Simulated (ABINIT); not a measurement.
# GaP (F-43m): G0W0 in ABINIT against the bands in the self-energy

Wanted: the cheapest bands in the self-energy that holds the gap of GaP (F-43m).

Program: ABINIT 10.8.3. Level of theory: PBE and many-body steps on it, plane waves. Results are calculated unless marked as measured.

### Step 1. Starting point

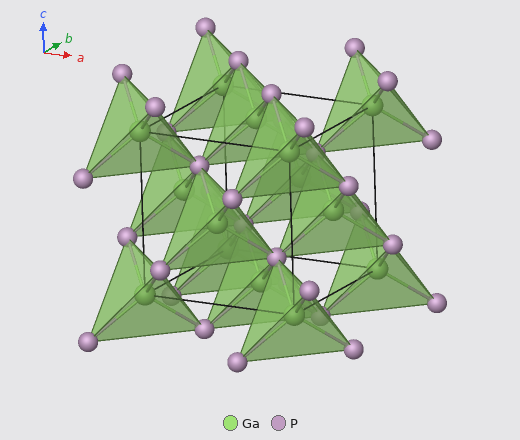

The cell as given, slightly off an axis (gallium green, phosphorus pink). This picture shows the conventional cell, with its axes. Some periodic images of atoms are drawn too.

The cell and positions come from the Crystallography Open Database and are kept as given unless a step says otherwise.

### Step 2. Screening, 4×4×4 mesh, 268 bands, screening to 272.1 eV

This step: ABINIT 10.8.3; RPA screening on PBE, plane waves, norm-conserving pseudopotentials.

The RPA dielectric matrix is built and inverted for each q.

run.abi reads:

```
acell 3*1.0 Angstrom
rprim 
  0.000000000000 2.725250000000 2.725250000000
  2.725250000000 0.000000000000 2.725250000000
  2.725250000000 2.725250000000 0.000000000000
ntypat 2
znucl 31 15
natom 2
typat 1 2
xred 
  0.000000000000 0.000000000000 0.000000000000
  0.250000000000 0.250000000000 0.250000000000
pp_dirpath "pseudos"
pseudos "Ga.upf, P.upf"
ecut 36
ngkpt 4 4 4
nshiftk 1
shiftk 0 0 0
kptopt 1
chksymbreak 0
istwfk *1
occopt 1
irdwfk 1
optdriver 3
nband 268
ecuteps 10
inclvkb 2
awtr 1
symchi 1
indata_prefix "in"
outdata_prefix "out"
tmpdata_prefix "tmp"
```

On the command line:

```bash
$ OMP_NUM_THREADS=1 mpirun -n 8 abinit run.abi > log
```

The log of the run:

```text
.Version 10.8.3 of ABINIT. v10.8.2 released Aug 2026.

 Symmetries : space group F-4 3 m (#216); Bravais cF (face-center cubic)
[... echo of the input left out ...]
== DATASET  1 ==================================================================
-   mpi_nproc: 8, omp_nthreads: 1 (-1 if OMP is not activated)

--- !DatasetInfo
iteration_state: {dtset: 1, }
dimensions: {natom: 2, nkpt: 8, mband: 268, nsppol: 1, nspinor: 1, nspden: 1, mpw: 2832, }
cutoff_energies: {ecut:  36.0, pawecutdg:  -1.0, }
electrons: {nelect:   1.80000000E+01, charge:   0.00000000E+00, occopt:   1.00000000E+00, tsmear:   1.00000000E-02, }

 SCREENING: Calculation of the susceptibility and dielectric matrices

 Based on a program developped by R.W. Godby, V. Olevano, G. Onida, and L. Reining.
 Incorporated in ABINIT by V. Olevano, G.-M. Rignanese, and M. Torrent.
.Using double precision arithmetic ; gwpc =  8

[... cell and pseudopotentials left out ...]
--------------------------------------------------------------------------------

 ==== K-mesh for the wavefunctions ====
 Number of points in the irreducible wedge :     8
[... list of points left out ...]
 Together with 24 symmetry operations and time-reversal symmetry
 yields    64 points in the full Brillouin Zone.

 ==== Q-mesh for the screening function ====
 Number of points in the irreducible wedge :     8
[... list of points left out ...]
 Together with 24 symmetry operations and time-reversal symmetry
 yields    64 points in the full Brillouin Zone.

 setmesh: FFT mesh size selected  =    30x   30x   30
          total number of points  =        27000

 vcoul_init : cutoff-mode = AUXILIARY_FUNCTION
 q-points for optical limit:   1
     1)      0.000010    0.000020    0.000030

- screening: taking advantage of time-reversal symmetry
- Maximum band index for partially occupied states nbvw = 9
- Remaining bands to be divided among processors   nbcw = 259
- Number of bands treated by each node ~32

 Number of electrons calculated from density =   18.0000; Expected =   18.0000
 average of density, n =  0.065891
 r_s =    1.5359
 omega_plasma =   24.7610 [eV]

 calculating chi0 at frequencies [eV] :
  1    0.000000E+00    0.000000E+00
  2    0.000000E+00    2.476105E+01

--------------------------------------------------------------------------------
  q-point number  1        q = ( 0.000000, 0.000000, 0.000000) [r.l.u.]
--------------------------------------------------------------------------------
[... chi0 elements left out ...]
 For q-point:  0.000010 0.000020 0.000030
  dielectric constant =  18.0951
  dielectric constant without local fields =  19.6309

  Average fulfillment of the sum rule on Im[epsilon] for q-point    1 :    111.26  [%]
[... wings left out ...]
  q-point number  2        q = ( 0.250000, 0.000000, 0.000000) [r.l.u.]
--------------------------------------------------------------------------------
[... chi0 elements left out ...]
  Average fulfillment of the sum rule on Im[epsilon] for q-point    2 :    129.04  [%]

 [... 6 further q-points ...]
```

The job ended after 36 s (8 MPI ranks of Intel Xeon Platinum 8488C (Sapphire Rapids), shared host; peak memory 2 GiB).

Numbers from this step:

```
ε∞ with local fields, on this mesh, along the program's q direction : 18.10
the same without local fields                                       : 19.63
plasma frequency                                                    : 24.76 eV
plane waves in the screening matrix                                 : 411
```

Local fields lower ε∞ by 8 %. On a Γ-centred mesh this coarse the value itself is usually too large, while a short band sum pulls it down.

### Step 3. 17 bands

This step: G0W0 on PBE, plane waves, norm-conserving pseudopotentials.

Edit run.abi of step 2 so:

```diff
@@ -23,8 +23,17 @@
 irdwfk 1
-optdriver 3
-nband 268
+optdriver 4
+nband 17
+gwcalctyp 0
+ecutsigx 36
+symsigma 1
+nkptgw 2
+kptgw 
+  0.0000000000 0.0000000000 0.0000000000
+  0.5000000000 0.5000000000 0.0000000000
+bdgw 
+  7 13
+  8 11
 ecuteps 10
-inclvkb 2
-awtr 1
-symchi 1
+irdscr 1
+ppmodel 1
 indata_prefix "in"
```

The log of the run:

```text
.Version 10.8.3 of ABINIT. v10.8.2 released Aug 2026.

 Symmetries : space group F-4 3 m (#216); Bravais cF (face-center cubic)
[... echo of the input left out ...]
== DATASET  1 ==================================================================
-   mpi_nproc: 8, omp_nthreads: 1 (-1 if OMP is not activated)

--- !DatasetInfo
iteration_state: {dtset: 1, }
dimensions: {natom: 2, nkpt: 8, mband: 17, nsppol: 1, nspinor: 1, nspden: 1, mpw: 2832, }
cutoff_energies: {ecut:  36.0, pawecutdg:  -1.0, }
electrons: {nelect:   1.80000000E+01, charge:   0.00000000E+00, occopt:   1.00000000E+00, tsmear:   1.00000000E-02, }

 SIGMA: Calculation of the GW corrections

 Based on a program developped by R.W. Godby, V. Olevano, G. Onida, and L. Reining.
 Incorporated in ABINIT by V. Olevano, G.-M. Rignanese, and M. Torrent.
.Using double precision arithmetic ; gwpc =  8

[... cell and pseudopotentials left out ...]
--------------------------------------------------------------------------------

 ==== K-mesh for the wavefunctions ====
 Number of points in the irreducible wedge :     8
[... list of points left out ...]
 Together with 24 symmetry operations and time-reversal symmetry
 yields    64 points in the full Brillouin Zone.

 ==== Q-mesh for screening function ====
 Number of points in the irreducible wedge :     8
[... list of points left out ...]
 Together with 24 symmetry operations and time-reversal symmetry
 yields    64 points in the full Brillouin Zone.

 vcoul_init : cutoff-mode = AUXILIARY_FUNCTION
 q-points for optical limit:   1
     1)      0.000010    0.000020    0.000030
 setmesh: FFT mesh size selected  =    40x   40x   40
          total number of points  =        64000

 Number of electrons calculated from density =   18.0000; Expected =   18.0000
 average of density, n =  0.065891
 r_s =    1.5359
 omega_plasma =   24.7610 [eV]

 === KS Band Gaps ===
  >>>> For spin  1
   Minimum direct gap =   1.8169 [eV], located at k-point      :   0.0000  0.0000  0.0000
   Fundamental gap    =   1.6526 [eV], Top of valence bands at :   0.0000  0.0000  0.0000
                                       Bottom of conduction at :   0.5000  0.5000  0.0000
 SIGMA fundamental parameters:
 PLASMON POLE MODEL  1
 number of plane-waves for SigmaX                 2741
 number of plane-waves for SigmaC and W            411
 number of plane-waves for wavefunctions          2741
 number of bands                                    17
 number of independent spin polarizations            1
 number of spinorial components                      1
 number of k-points in IBZ                           8
 number of q-points in IBZ                           8
 number of symmetry operations                      24
 number of k-points in BZ                           64
 number of q-points in BZ                           64
 number of frequencies for dSigma/dE                 9
 frequency step for dSigma/dE [eV]                0.25
 number of omega for Sigma on real axis              0
 max omega for Sigma on real axis  [eV]           0.00
 zcut for avoiding poles [eV]                     0.10

 EPSILON^-1 parameters (SCR file):
 dimension of the eps^-1 matrix on file            411
 dimension of the eps^-1 matrix used               411
 number of plane-waves for wavefunctions          2741
 number of bands                                   268
 number of q-points in IBZ                           8
 number of frequencies                               2
 number of real frequencies                          1
 number of imag frequencies                          1

 matrix elements of self-energy operator (all in [eV])

 Perturbative Calculation

--- !SelfEnergy_ee
iteration_state: {dtset: 1, }
kpoint     : [   0.000,    0.000,    0.000, ]
spin       : 1
KS_gap     :    1.817
QP_gap     :    2.411
Delta_QP_KS:    0.594
data: !SigmaeeData |
     Band     E0 <VxcDFT>   SigX SigC(E0)      Z dSigC/dE  Sig(E)    E-E0       E
        7   4.357 -12.838 -14.651   2.598   0.797  -0.255 -12.213   0.625   4.983
        8   4.357 -12.838 -14.651   2.598   0.797  -0.255 -12.213   0.625   4.983
        9   4.357 -12.838 -14.651   2.598   0.797  -0.255 -12.213   0.625   4.983
       10   6.174 -12.306  -7.906  -2.882   0.803  -0.245 -11.086   1.219   7.393
       11   8.244 -10.862  -6.778  -2.666   0.811  -0.233  -9.712   1.151   9.395
       12   8.244 -10.862  -6.778  -2.666   0.811  -0.233  -9.712   1.151   9.395
       13   8.244 -10.862  -6.778  -2.666   0.811  -0.233  -9.712   1.151   9.395

--- !SelfEnergy_ee
iteration_state: {dtset: 1, }
kpoint     : [   0.500,    0.500,    0.000, ]
spin       : 1
KS_gap     :    4.335
QP_gap     :    5.139
Delta_QP_KS:    0.803
data: !SigmaeeData |
     Band     E0 <VxcDFT>   SigX SigC(E0)      Z dSigC/dE  Sig(E)    E-E0       E
        8   1.674 -11.507 -14.675   3.233   0.783  -0.277 -11.456   0.051   1.726
        9   1.674 -11.507 -14.675   3.233   0.783  -0.277 -11.456   0.051   1.726
       10   6.010  -9.355  -5.501  -2.813   0.821  -0.218  -8.500   0.855   6.864
       11   6.179 -10.511  -6.390  -2.764   0.815  -0.228  -9.405   1.106   7.285

== END DATASET(S) ==============================================================
================================================================================

 -outvars: echo values of variables after computation  --------
           etotal      0.0000000000E+00
            nband          17
             nkpt           8
          spgroup         216
 [... the other variables as echoed above ...]

 Calculation completed.
```

Wall time 4.7 s (8 MPI ranks); peak memory 1.6 GiB.

This step gave:

```yaml
g0w0_gap_on_the_points_computed: 1.881 eV
starting_gap_on_the_mesh: 1.653 eV
k_of_the_valence_top: 0, 0, 0
k_of_the_conduction_bottom: 0.5, 0.5, 0
z_at_the_valence_top: 0.797
z_at_the_conduction_bottom: 0.821
least_direct_g0w0_gap_on_the_computed_points: 2.41 eV
```

### Step 4. 32 bands

Edit run.abi of step 3 so:

```diff
@@ -24,3 +24,3 @@
 optdriver 4
-nband 17
+nband 32
 gwcalctyp 0
```

The log of the run:

```text
.Version 10.8.3 of ABINIT. v10.8.2 released Aug 2026.

 Symmetries : space group F-4 3 m (#216); Bravais cF (face-center cubic)
[... echo of the input left out ...]
== DATASET  1 ==================================================================
-   mpi_nproc: 8, omp_nthreads: 1 (-1 if OMP is not activated)

--- !DatasetInfo
iteration_state: {dtset: 1, }
dimensions: {natom: 2, nkpt: 8, mband: 32, nsppol: 1, nspinor: 1, nspden: 1, mpw: 2832, }
cutoff_energies: {ecut:  36.0, pawecutdg:  -1.0, }
electrons: {nelect:   1.80000000E+01, charge:   0.00000000E+00, occopt:   1.00000000E+00, tsmear:   1.00000000E-02, }

 SIGMA: Calculation of the GW corrections

 Based on a program developped by R.W. Godby, V. Olevano, G. Onida, and L. Reining.
 Incorporated in ABINIT by V. Olevano, G.-M. Rignanese, and M. Torrent.
.Using double precision arithmetic ; gwpc =  8

[... cell and pseudopotentials left out ...]
--------------------------------------------------------------------------------

 ==== K-mesh for the wavefunctions ====
 Number of points in the irreducible wedge :     8
[... list of points left out ...]
 Together with 24 symmetry operations and time-reversal symmetry
 yields    64 points in the full Brillouin Zone.

 ==== Q-mesh for screening function ====
 Number of points in the irreducible wedge :     8
[... list of points left out ...]
 Together with 24 symmetry operations and time-reversal symmetry
 yields    64 points in the full Brillouin Zone.

 vcoul_init : cutoff-mode = AUXILIARY_FUNCTION
 q-points for optical limit:   1
     1)      0.000010    0.000020    0.000030
 setmesh: FFT mesh size selected  =    40x   40x   40
          total number of points  =        64000

 Number of electrons calculated from density =   18.0000; Expected =   18.0000
[...]
number of omega for Sigma on real axis              0
 max omega for Sigma on real axis  [eV]           0.00
 zcut for avoiding poles [eV]                     0.10

 EPSILON^-1 parameters (SCR file):
 dimension of the eps^-1 matrix on file            411
 dimension of the eps^-1 matrix used               411
 number of plane-waves for wavefunctions          2741
 number of bands                                   268
 number of q-points in IBZ                           8
 number of frequencies                               2
 number of real frequencies                          1
 number of imag frequencies                          1

 matrix elements of self-energy operator (all in [eV])

 Perturbative Calculation

--- !SelfEnergy_ee
iteration_state: {dtset: 1, }
kpoint     : [   0.000,    0.000,    0.000, ]
spin       : 1
KS_gap     :    1.817
QP_gap     :    2.357
Delta_QP_KS:    0.540
data: !SigmaeeData |
     Band     E0 <VxcDFT>   SigX SigC(E0)      Z dSigC/dE  Sig(E)    E-E0       E
        7   4.357 -12.838 -14.651   1.723   0.785  -0.274 -12.909  -0.071   4.286
        8   4.357 -12.838 -14.651   1.723   0.785  -0.274 -12.909  -0.071   4.286
        9   4.357 -12.838 -14.651   1.723   0.785  -0.274 -12.909  -0.071   4.286
[...]
--- !SelfEnergy_ee
iteration_state: {dtset: 1, }
kpoint     : [   0.500,    0.500,    0.000, ]
spin       : 1
KS_gap     :    4.335
QP_gap     :    5.106
Delta_QP_KS:    0.770
data: !SigmaeeData |
     Band     E0 <VxcDFT>   SigX SigC(E0)      Z dSigC/dE  Sig(E)    E-E0       E
[...]
10   6.010  -9.355  -5.501  -3.514   0.810  -0.234  -9.079   0.276   6.285
       11   6.179 -10.511  -6.390  -3.551   0.803  -0.246 -10.053   0.458   6.637

== END DATASET(S) ==============================================================
================================================================================

 -outvars: echo values of variables after computation  --------
           etotal      0.0000000000E+00
            nband          32
             nkpt           8
          spgroup         216
 [... the other variables as echoed above ...]

 Calculation completed.
```

It took 5.5 s on 8 MPI ranks; peak memory 1.6 GiB.

This step gave:

```
G0W0 gap on the points computed              : 1.999 eV
starting gap on the mesh                     : 1.653 eV
k of the valence top                         : 0, 0, 0
k of the conduction bottom                   : 0.5, 0.5, 0
Z at the valence top                         : 0.785
Z at the conduction bottom                   : 0.81
least direct G0W0 gap on the computed points : 2.357 eV
```

(Part 1 of 2 ends here.)

[Paths, hosts, dates, memory and timing lines, banners, echoed tables and standing remarks are left out of the program output.]

[Logs are printed without paths, hosts, clocks, repeated set-up lines and the standing remarks that a program may print on its own settings, such as how far it seeks lower states.]

[Runs of the session that timed out or met a known fault of the program may be left out.]

[Hosts, paths, dates, database ids (printed as entryN), source tags and the programs' standing remarks are cut or masked in the printed files.]

[G0W0 gaps are taken among the corrected bands and points alone; a level outside them can change the order at an edge.]

[Where Ansatz stands beside ABINIT at settings called matched, ABINIT's density can come from a denser mesh and the files from another edition; pairs whose starting gaps differed by over 0.03 eV were left out, so agreement reads better than it is.]
